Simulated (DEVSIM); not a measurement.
Structure: Ru/Si3N4/SiO2/p-Si capacitor, at 350 K.

```tsv
layer (left to right)	material	thickness (nm)	Na (cm⁻³)
1	Si3N4	29.0	-
2	SiO2	0.550	-
3	Si	1800	1e17
```

Metal gate on the left, work function 4.7 eV. Fixed charge at the semiconductor interface -2.7e11 cm⁻² (in units of +e); no interface traps.

This is a model device: material constants are rounded textbook-type values typed into the input, and sizes, dopings and lifetimes were drawn at random. Values at 300 K; Nc and Nv go as T^1.5, mobilities as T to minus their exponent, the gap by Varshni's rule with the affinity fixed.

```csv
parameter,Si3N4,SiO2,Si
gap (eV),5.1,9,1.124
affinity (eV),2.1,0.9,4.05
permittivity,7.5,3.9,11.7
Nc (cm⁻³),-,-,2.86e19
Nv (cm⁻³),-,-,3.1e19
Varshni α (eV/K),-,-,0.000473
Varshni β (K),-,-,636
```

Simulated with DEVSIM: 1D Poisson equation in equilibrium, Boltzmann statistics, complete ionisation; no quantum confinement or tunnelling. Metal contacts follow the ideal Schottky-Mott rule: no Fermi-level pinning, no interface dipoles.

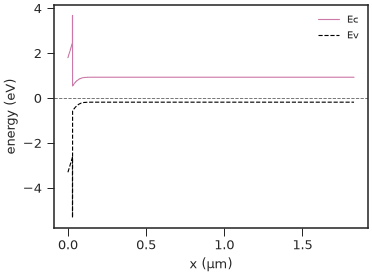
Band edges at 0.8 V on the gate

Energies count from the Fermi level of the right contact; mesh points crowd at the junctions.

```tsv
x (μm)	Ec (eV)	Ev (eV)	n (cm⁻³)	p (cm⁻³)	field (V/cm)
0.000	1.800	-3.300	< 1e2	< 1e2	230000
0.001490	1.834	-3.266	< 1e2	< 1e2	230000
0.004925	1.913	-3.187	< 1e2	< 1e2	230000
0.01222	2.081	-3.019	< 1e2	< 1e2	230000
0.02367	2.344	-2.756	< 1e2	< 1e2	230000
0.02724	2.426	-2.674	< 1e2	< 1e2	230000
0.02892	2.465	-2.635	< 1e2	< 1e2	230000
0.02976	0.543	-0.568	5.5e11	2.6e11	110000
0.03160	0.562	-0.549	2.9e11	4.9e11	100000
0.03587	0.604	-0.507	7.2e10	2.0e12	96000
0.04642	0.697	-0.414	3.4e9	4.3e13	79000
0.08540	0.892	-0.219	5200000	2.7e16	23000
0.1613	0.931	-0.180	1400000	9.9e16	150
0.3383	0.931	-0.180	1400000	1.0e17	≈ 0
0.9886	0.931	-0.180	1400000	1.0e17	≈ 0
1.482	0.931	-0.180	1400000	1.0e17	≈ 0
1.681	0.931	-0.180	1400000	1.0e17	≈ 0
1.769	0.931	-0.180	1400000	1.0e17	≈ 0
1.810	0.931	-0.180	1400000	1.0e17	≈ 0
1.822	0.931	-0.180	1400000	1.0e17	≈ 0
1.827	0.931	-0.180	1400000	1.0e17	≈ 0
1.830	0.931	-0.180	1400000	1.0e17	≈ 0
```
